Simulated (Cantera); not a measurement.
Charge: 1 mol NaCl, a varied amount of H₂, at 1900 °C and 13300 Pa.

These are equilibrium values from Cantera (NASA tables, ideal gas, pure condensed phases), not measurements of a reactor. Candidate condensed phases: Na, NaCl; 10 gas species. Rates play no part.

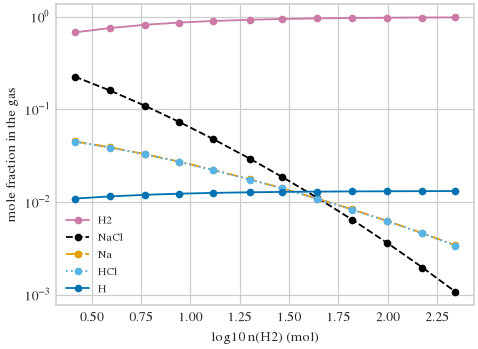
Fig. 1. Equilibrium gas composition (values under 1e-9 drawn at 1e-9)

Question: Read off the mole fractions at 5.9 mol H₂.

Answer: H₂ about 0.81, NaCl about 0.11, Na about 0.033, HCl about 0.032, H about 0.012.
